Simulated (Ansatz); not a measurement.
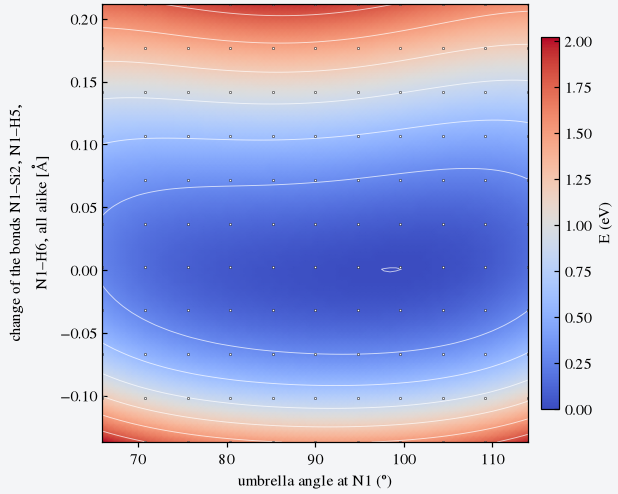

Energy landscape of Cl₂H₂NSi, SMILES N[Si](Cl)Cl, spin multiplicity 2. First axis: umbrella angle at N1 (between each of its bonds and their common axis; 90 is planar). Second axis: change of the bonds N1–Si2, N1–H5, N1–H6, all alike. Nothing is relaxed (all other coordinates rigid). The scan uses an 11 × 11 grid. Points are written as (first, second). Energies are in eV, from the lowest grid point. The calculation used UKS PBE0-D4/def2-SVP in Ansatz 0.2.0.

In the figure: a smooth colour map with a few white contour lines, dots at the grid points. Between grid points the surface is interpolated. 

Summarise what can be read from the map.

The lowest grid point is at (99.6°, 0.002 Å). It is the only kind of minimum in the scanned range. The highest grid point, (66.0°, −0.137 Å), lies 2.02 eV above the lowest.

The whole map (121 points run) took 9.1 min on 1 thread of Arm Neoverse V2, on a shared host.
